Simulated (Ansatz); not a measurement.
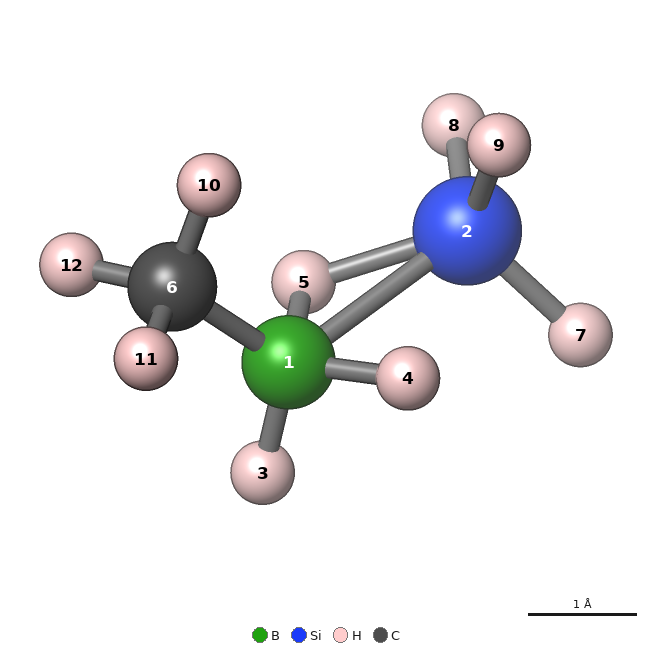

Orthographic view. Depth is shown by fading: the farther an atom, the more it takes the colour of the background. The computed structure is the end point of a PBE0-D4/def2-TZVP optimisation.

Give the geometry as a Z-matrix, atoms in numerical order, with these reference atoms: 2 to 1; 3 to 1, 2; 4 to 1, 3, 2; 5 to 1, 3, 4; 6 to 1, 3, 5; 7 to 2, 5, 1; 8 to 2, 7, 4; 9 to 2, 7, 4; 10 to 6, 1, 3; 11 to 6, 10, 1; 12 to 6, 11, 10.

```
B  
Si   1   2.176
H    1   1.202   2   118.4
H    1   1.235   3   106.4   2   -65.9
H    1   1.307   3    96.5   4   111.6
C    1   1.593   3   121.6   5   115.3
H    2   1.478   5   114.3   1    82.5
H    2   1.495   7   107.0   4  -160.2
H    2   1.479   7   115.1   4    82.1
H    6   1.094   1   113.8   3  -178.1
H    6   1.094  10   106.9   1   120.8
H    6   1.093  11   106.8  10  -114.8
```
